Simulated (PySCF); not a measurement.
```yaml
atoms:
  - { symbol: C, position_ang: [2.0973, -0.3039, 0.3087] }
  - { symbol: C, position_ang: [1.0219, -0.3144, -0.4585] }
  - { symbol: F, position_ang: [0.9945, -0.6543, -1.7440] }
  - { symbol: C, position_ang: [-0.3734, 0.0455, -0.0598] }
  - { symbol: C, position_ang: [-1.2689, -1.0166, 0.3211] }
  - { symbol: C, position_ang: [-0.7693, 1.4286, -0.1594] }
  - { symbol: H, position_ang: [3.0655, -0.5910, -0.1107] }
  - { symbol: H, position_ang: [2.0409, -0.0187, 1.3610] }
  - { symbol: H, position_ang: [-2.2430, -0.6985, 0.7113] }
  - { symbol: H, position_ang: [-1.4293, -1.5330, -0.6624] }
  - { symbol: H, position_ang: [-0.7686, -1.7972, 0.9194] }
  - { symbol: H, position_ang: [-1.8391, 1.6257, -0.0228] }
  - { symbol: H, position_ang: [-0.1891, 1.9253, 0.6578] }
  - { symbol: H, position_ang: [-0.3394, 1.9023, -1.0617] }
```

Geometry: PBE0-D3(BJ)/def2-SVP.

These are results of PBE0/pcSseg-1, SCF density, gas phase, non-relativistic in PySCF 2.14.0, not measurements.

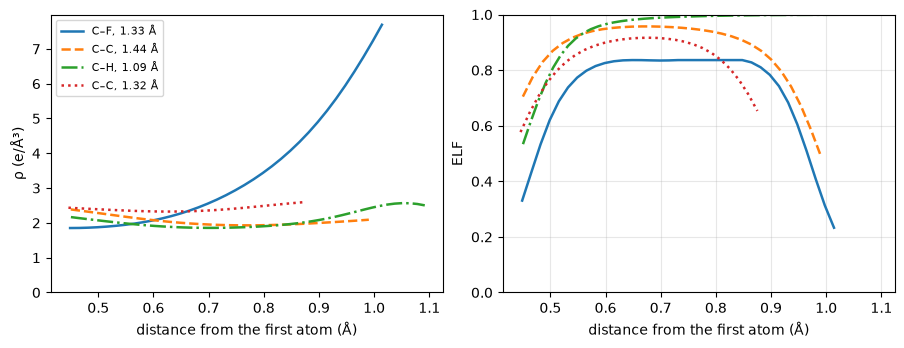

C₅H₈F (SMILES C=C(F)[C+](C)C) (charge +1). Electron density and ELF along straight lines between neighbouring atoms. The curves leave out the atomic cores.

### Compare the contacts.

C–F (1.33 Å): ρ is about 2.4 e/Å³ halfway; the ELF peaks at about 0.85 between the atoms, as expected for a shared but strongly polarised pair.
C–C (1.44 Å): ρ at the midpoint is about 1.9 e/Å³; the ELF peaks at about 0.95 between the atoms, as expected for a covalent bond.
C–H (1.09 Å): ρ at the midpoint is about 2 e/Å³; the ELF climbs to about 1 towards the hydrogen, as it does in any bond to H (an ordinary covalent bond to hydrogen).
C–C (1.32 Å): ρ is about 2.3 e/Å³ halfway; the ELF peaks at about 0.90 between the atoms (a short, multiple covalent bond).
